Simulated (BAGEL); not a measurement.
# AlSbH3F (SMILES [F][AlH][SbH2]), step by step

We compute a single-point energy (HF/ANO-RCC-VDZP), then the energy (NEVPT2(2,2)/ANO-RCC-VDZP) of AlSbH3F. 

The results are computed with BAGEL 1.2.2.

1 further run of the same task is left out (set aside as unsound or not needed).

## 1. Starting point

AlSbH3F has 6 atoms, charge 0, and is taken as a singlet. SMILES: `[F][AlH][SbH2]`. The Sb3–H5 distance was set to 2.736 Å, away from the relaxed value. At this shape a bond of the SMILES string is far longer than usual.

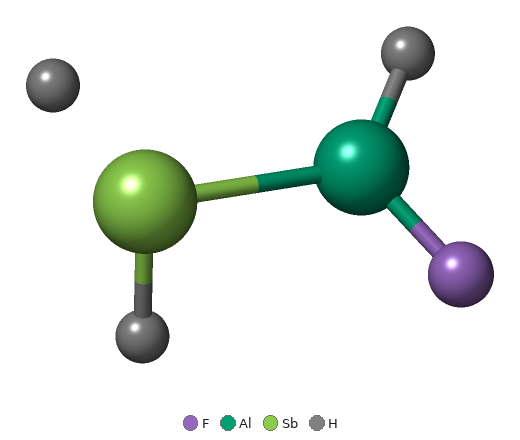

Viewed from a chosen angle; fluorine purple, aluminium teal, antimony green, hydrogen grey.

## 2. The energy at HF/ANO-RCC-VDZP (DKH2, density fitting with AutoAux) (run 1)

Input file hf.json:

```json
{ "bagel" : [

{
  "title" : "molecule",
  "basis" : "ano-rcc-vdzp.json",
  "df_basis" : "ano-rcc-vdzp-autoaux.json",
  "dkh" : true,
  "geometry" : [
    { "atom" : "F", "xyz" : [ -1.60988981, -3.75183201,  4.13685426 ] },
    { "atom" : "Al", "xyz" : [ -0.13873802, -2.63103545,  1.61955009 ] },
    { "atom" : "Sb", "xyz" : [  2.91505939,  1.22967502,  2.38413328 ] },
    { "atom" : "H", "xyz" : [ -0.62761017, -4.06987292, -0.95406792 ] },
    { "atom" : "H", "xyz" : [  1.59133837,  3.00844399, -2.28637964 ] },
    { "atom" : "H", "xyz" : [  0.43139235,  2.75884140,  3.76986945 ] }
  ]
},
{
  "title" : "hf"
},
{
  "title" : "print",
  "file" : "orbitals.molden",
  "orbitals" : true
}

]}
```

The basis set ANO-RCC-VDZP is read from a file made from the Basis Set Exchange's data (not shown).

On the command line:

```sh
BAGEL_NUM_THREADS=1 BAGEL hf.json > hf.out
```

Standard output:

```text
* using 1 threads per process

  ===============================================================
  ===============================================================

  *** Geometry ***

  { "atom" : "F", "xyz" : [     -1.609890,     -3.751832,      4.136854 ] },
  { "atom" : "Al", "xyz" : [     -0.138738,     -2.631035,      1.619550 ] },
  { "atom" : "Sb", "xyz" : [      2.915059,      1.229675,      2.384133 ] },
  { "atom" : "H", "xyz" : [     -0.627610,     -4.069873,     -0.954068 ] },
  { "atom" : "H", "xyz" : [      1.591338,      3.008444,     -2.286380 ] },
  { "atom" : "H", "xyz" : [      0.431392,      2.758841,      3.769869 ] },

  Number of auxiliary basis functions:      995

  Since a DF basis is specified, we compute 2- and 3-index integrals:
    o Being stored without compression. Storage requirement is 0.064 GB

  Number of basis functions:       90
  Number of electrons      :       76

    * METHOD: MOLECULE                             2.09

  *** RHF ***

  === Nuclear Repulsion ===
   282.0895212584

      * DIIS with orbital gradients will be used.

  === RHF iteration (ano-rcc-vdzp.json) ===
      0      -6819.89405251          0.01842536           0.50
      1      -6820.00291289          0.01461711           0.49
      2      -6820.11084946          0.00122385           0.48
      3      -6820.11245829          0.00044710           0.48
      4      -6820.11267234          0.00010526           0.50
      5      -6820.11269432          0.00002941           0.49
      6      -6820.11269608          0.00001284           0.48
      7      -6820.11269650          0.00000576           0.49
      8      -6820.11269659          0.00000253           0.49
      9      -6820.11269661          0.00000112           0.48
     10      -6820.11269662          0.00000043           0.47
     11      -6820.11269662          0.00000021           0.50
     12      -6820.11269662          0.00000008           0.52
     13      -6820.11269662          0.00000004           0.49
     14      -6820.11269662          0.00000002           0.47
     15      -6820.11269662          0.00000001           0.45
    * SCF iteration converged.

    * Permanent dipole moment:
           (   -0.532026,     0.182825,    -0.356721) a.u.

    * METHOD: HF                                   9.63

    * METHOD: PRINT                                0.02

  ===============================================================
```

Wall time 12 s (1 thread of Arm Neoverse V1, shared host); peak memory 0.26 GiB.

## 3. A single-point energy at NEVPT2(2,2)/ANO-RCC-VDZP (DKH2, density fitting with AutoAux) (run 2)

Input file input.json:

```json
{ "bagel": [

{
  "title": "molecule",
  "basis": "ano-rcc-vdzp.json",
  "df_basis": "ano-rcc-vdzp-autoaux.json",
  "angstrom": false,
  "dkh": true,
  "geometry": [
    { "atom": "F", "xyz": [ -1.60988981, -3.75183201,  4.13685426 ] },
    { "atom": "Al", "xyz": [ -0.13873802, -2.63103545,  1.61955009 ] },
    { "atom": "Sb", "xyz": [  2.91505939,  1.22967502,  2.38413328 ] },
    { "atom": "H", "xyz": [ -0.62761017, -4.06987292, -0.95406792 ] },
    { "atom": "H", "xyz": [  1.59133837,  3.00844399, -2.28637964 ] },
    { "atom": "H", "xyz": [  0.43139235,  2.75884140,  3.76986945 ] }
  ]
},
{
  "title": "hf"
},
{
  "title": "nevpt2",
  "nstate": 1,
  "nact": 2,
  "nclosed": 37,
  "active": [38, 39],
  "maxiter": 200,
  "natocc": true,
  "ncore": 24
},
{
  "title": "print",
  "file": "orbitals.molden",
  "orbitals": true
}

]}
```

The basis set ANO-RCC-VDZP is read from a file made from the Basis Set Exchange's data (not shown).

On the command line:

```sh
BAGEL_NUM_THREADS=1 BAGEL input.json > input.out
```

Standard output:

```text
* using 1 threads per process

  ===============================================================
  ===============================================================

  *** Geometry ***

  { "atom" : "F", "xyz" : [     -1.609890,     -3.751832,      4.136854 ] },
  { "atom" : "Al", "xyz" : [     -0.138738,     -2.631035,      1.619550 ] },
  { "atom" : "Sb", "xyz" : [      2.915059,      1.229675,      2.384133 ] },
  { "atom" : "H", "xyz" : [     -0.627610,     -4.069873,     -0.954068 ] },
  { "atom" : "H", "xyz" : [      1.591338,      3.008444,     -2.286380 ] },
  { "atom" : "H", "xyz" : [      0.431392,      2.758841,      3.769869 ] },

  Number of auxiliary basis functions:      995

  Since a DF basis is specified, we compute 2- and 3-index integrals:
    o Being stored without compression. Storage requirement is 0.064 GB

  Number of basis functions:       90
  Number of electrons      :       76

    * METHOD: MOLECULE                             2.04

  *** RHF ***

  === Nuclear Repulsion ===
   282.0895212584

      * DIIS with orbital gradients will be used.

  === RHF iteration (ano-rcc-vdzp.json) ===
      0      -6819.89405251          0.01842536           0.51
      1      -6820.00291289          0.01461711           0.48
      2      -6820.11084946          0.00122385           0.49
      3      -6820.11245829          0.00044710           0.47
      4      -6820.11267234          0.00010526           0.50
      5      -6820.11269432          0.00002941           0.50
      6      -6820.11269608          0.00001284           0.49
      7      -6820.11269650          0.00000576           0.50
      8      -6820.11269659          0.00000253           0.47
      9      -6820.11269661          0.00000112           0.52
     10      -6820.11269662          0.00000043           0.51
     11      -6820.11269662          0.00000021           0.48
     12      -6820.11269662          0.00000008           0.50
     13      -6820.11269662          0.00000004           0.49
     14      -6820.11269662          0.00000002           0.49
     15      -6820.11269662          0.00000001           0.49
    * SCF iteration converged.

    * Permanent dipole moment:
           (   -0.532026,     0.182825,    -0.356721) a.u.

    * METHOD: HF                                   9.73

    * freezing 24 orbitals
  ---------------------------
      CASSCF calculation
  ---------------------------

    ==== Active orbitals : =====
         Orbital 38
         Orbital 39
    ============================

    * nstate   :      1
    * nclosed  :     37
    * nact     :      2
    * nvirt    :     51
  === CASSCF iteration (ano-rcc-vdzp.json) ===

    * Using the second-order algorithm

      0  0     -6820.13928508     2.80e-03      0.17

      1  0     -6820.15975970     1.32e-03      2.02

      2  0     -6820.16197833     2.97e-04      2.12

      3  0     -6820.16208596     1.10e-04      2.21

      4  0     -6820.16209633     3.67e-05      2.20

      5  0     -6820.16209743     1.20e-05      2.19

      6  0     -6820.16209755     3.91e-06      2.27

      7  0     -6820.16209757     1.27e-06      2.24

      8  0     -6820.16209757     4.15e-07      2.23

      9  0     -6820.16209757     1.35e-07      1.99

     10  0     -6820.16209757     4.39e-08      1.99

     11  0     -6820.16209757     1.43e-08      1.89

     12  0     -6820.16209757     4.65e-09      1.84

    * Second-order optimization converged. *

     guess   0:   closed 1.                   open ..

  === FCI iteration ===

      0  0     -6820.10680355     7.04e-02      0.00
      1  0     -6820.16166774     6.02e-03      0.00
      2  0 *   -6820.16209757     2.53e-16      0.00

     * ci vector, state   0, <S^2> = 0.0000
       2.     0.9307157592
       .2    -0.3657433193

  === DF-NEVPT2 calculation ===

    * 3-index integral transformation done
    * assembly done

      NEVPT2 correlation energy:   -0.8752079198      0.21

          (+0)     -0.6336885910
          (+0)'    -0.1957596877
          (+1)     -0.0135010387
          (+1)'    -0.0013242985
          (+2)     -0.0004380981
          (-1)     -0.0272285613
          (-1)'    -0.0008444730
          (-2)     -0.0024231714

      NEVPT2 total energy:       -6821.0373054873

    * METHOD: NEVPT2                              28.29

    * METHOD: PRINT                                0.02

  ===============================================================
```

Run time: 40 s. Hardware: 1 thread of Arm Neoverse V1, shared host; peak memory 0.29 GiB.

## 4. Results

```
                                     quantity           value
         run 1, HF/ANO-RCC-VDZP: total energy  -6820.11270 Eh
        run 1, HF/ANO-RCC-VDZP: dipole moment          1.69 D
          run 1, HF/ANO-RCC-VDZP: HOMO energy        -9.29 eV
          run 1, HF/ANO-RCC-VDZP: LUMO energy        -0.76 eV
        run 1, HF/ANO-RCC-VDZP: HOMO–LUMO gap         8.53 eV
run 2, NEVPT2(2,2)/ANO-RCC-VDZP: total energy  -6821.03731 Eh
```
